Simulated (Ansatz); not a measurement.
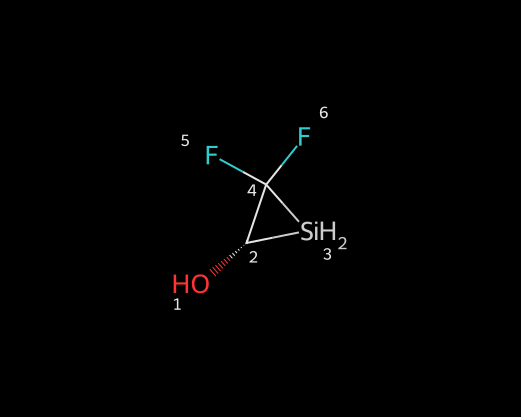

Skeletal drawing with numbered atoms; wedges and dashes mark any stereocentres. The configuration is that of a computed structure (PBE0-D4/def2-TZVP).

What are the Cahn–Ingold–Prelog descriptors?

Answer. C2: S.

Write the isomeric SMILES.

Answer. O[C@H]1[SiH2]C1(F)F
